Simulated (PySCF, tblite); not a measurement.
# C5H7SSi2 radical: geometry, infrared bands and EPR parameters

What infrared bands and EPR parameters should C5H7SSi2 radical (`[C]#C[Si@H](C#CC)S[SiH3]`) show?

The runs use tblite 0.8.0 and PySCF 2.14.0, with density-fitted response routines of our own; the level of theory stands in each step. All values are computed, except where a source is named. Atoms count from 0, in the outputs and in this text.

## (1) The molecule as given

15 atoms, charge 0, multiplicity 2; geometry from: force field or distance geometry start.

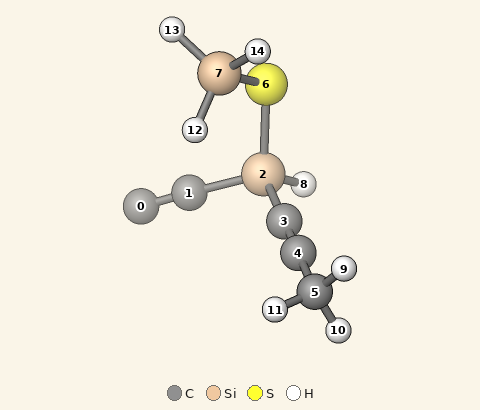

As it starts; carbon grey, silicon light orange, sulfur yellow, hydrogen white, atoms numbered.

## (2) Geometry optimisation with GFN2-xTB

Job settings and geometry (Å):

```
{"job": {"kind": "relax", "xc": "GFN2-xTB", "basis": "xTB"}, "charge": 0, "multiplicity": 2}
C     -1.144600     1.337400     3.436500
C     -0.859400     0.437100     2.677100
Si    -0.378100    -0.922300     1.543200
C      0.940700    -0.348900     0.397700
C      1.820800     0.022000    -0.333700
C      2.889700     0.489400    -1.224100
S     -2.089000    -1.577500     0.436400
Si    -2.620200    -0.069800    -1.009900
H      0.140200    -2.028200     2.360000
H      2.813100    -0.014500    -2.192500
H      3.881000     0.236300    -0.771300
H      2.873500     1.607900    -1.309200
H     -1.707100     1.060800    -0.839700
H     -4.024800     0.378000    -0.832500
H     -2.540100    -0.599700    -2.359900
```

Launch:

```
$ OMP_NUM_THREADS=1 python probes_run.py task.json out
```

The driver reads the jobs from task.json and runs them one after another.

**Question.** This job is followed by: GFN2-xTB harmonic vibrations, gas phase; UKS B3LYP, pcH-1 on C H S Si, non-relativistic, mean-field spin-orbit, GIAO. Predict these results of the whole session: strongest single infrared mode (GFN2-xTB); zero-point energy (GFN2-xTB); g(iso) (B3LYP); ⟨S²⟩; largest a(iso) (averaged by class); surface potential, least and greatest.

**Answer**, as computed:

| quantity | value |
| --- | --- |
| strongest single infrared mode (GFN2-xTB) | 774 cm⁻¹, 531 km/mol |
| zero-point energy (GFN2-xTB) | 55.5 kcal/mol |
| g(iso) (B3LYP) | 2.00369 |
| ⟨S²⟩ | 0.767 (exact 0.75) |
| largest a(iso) (averaged by class) | 13C on C0, 838.9 MHz |
| surface potential, least and greatest | -0.87 V and 1.23 V |

What this shows: Over 76 steps the energy fell by 0.174 eV; of the close pairs, Si2–S6 changed most, 2.140 to 2.183 Å. The lowest mode is imaginary (73i cm⁻¹), so the xTB geometry is not a minimum. The strongest single mode, at 774 cm⁻¹, moves mainly H14 and H13. GFN2-xTB is a fitted tight-binding method: band positions and strengths are rough. Its intensities can rank the bands wrongly. Most of the unpaired spin sits on C0 (1.07 e). The isotropic g lies 1.4 ppt above the free-electron value.
